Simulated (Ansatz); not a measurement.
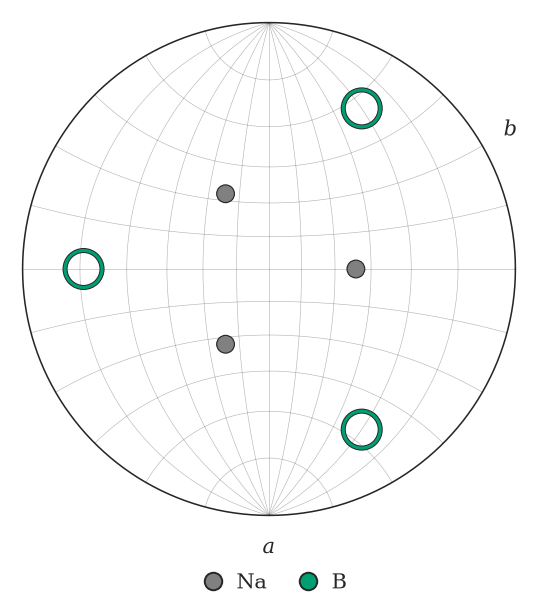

Directions from one boron atom at (1/3, 2/3, 0.557) to its bonded neighbours, in stereographic projection down c (filled: above the plane of the page or in it, open: below). Crystal: Na2B3, the geometry relaxed with DFT PBE, scalar-relativistic, plane waves, PAW (Ansatz); the starting structure was generated, so it need not be a known form of this composition. All values are computed from the atomic coordinates in the standard setting (tolerance 0.002 Å).

Neighbours are counted up to 3.05 Å for Na, 1.95 Å for B.

```cif
data_structure
_symmetry_space_group_name_H-M 'P 1'
_symmetry_Int_Tables_number 1
_cell_length_a 2.9865
_cell_length_b 2.9865
_cell_length_c 8.6743
_cell_angle_alpha 90.000
_cell_angle_beta 90.000
_cell_angle_gamma 120.000
_cell_volume 67.00
loop_
_atom_site_label
_atom_site_type_symbol
_atom_site_fract_x
_atom_site_fract_y
_atom_site_fract_z
_atom_site_occupancy
Na1 Na 0.66667 0.33333 0.80405 1
Na2 Na 0.33333 0.66667 0.19595 1
B1 B 0.33333 0.66667 0.55724 1
B2 B 0.66667 0.33333 0.44276 1
B3 B 0.00000 0.00000 0.50000 1
```

> How many neighbours are there, and at what angles?

6: 3 B at 1.79 Å, 3 Na at 2.75 Å. Angles between bonds: 66° (3×), 85° (6×), 113° (3×), 145° (3×).

> What is the site's symmetry in the crystal?

Point group 3m (C3v), order 6: one threefold axis, three mirror planes. In P-3m1 (No. 164) this is Wyckoff position 2d.
